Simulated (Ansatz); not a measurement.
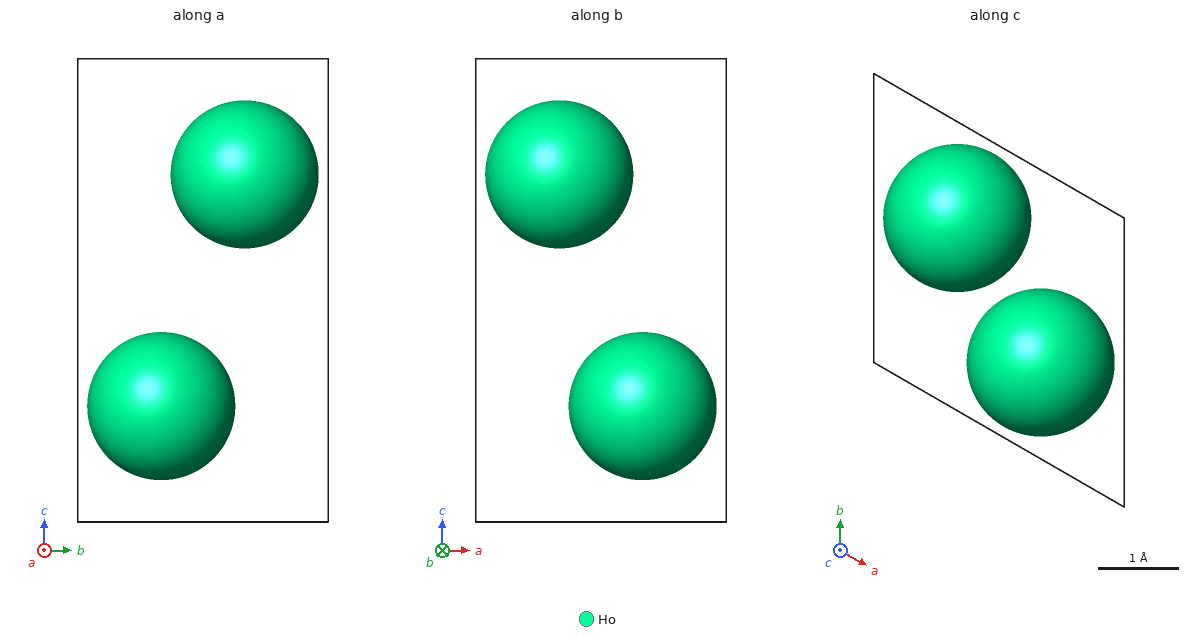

Spheres-only representation of a periodic structure, projected along the a axis, along the b axis and along the c axis. The edges of the conventional unit cell are marked.

The box has a = 3.61 Å, b = 3.61 Å, c = 5.79 Å, α = 90.00°, β = 90.00°, γ = 120.00°.

Q: How many atoms count towards one cell?

A: 2 (holmium), counting shared atoms by their share.

Q: Which of the 230 space groups is it?

A: P6_3/mmc (No. 194), with Ho on 2d.

Q: Name the structure type.

A: Hexagonal close-packed (Mg type).

The structure comes from the standard structure of this element. Earlier steps of the study may have refined or changed the cell and positions. It was set up as input for a calculation with Ansatz.
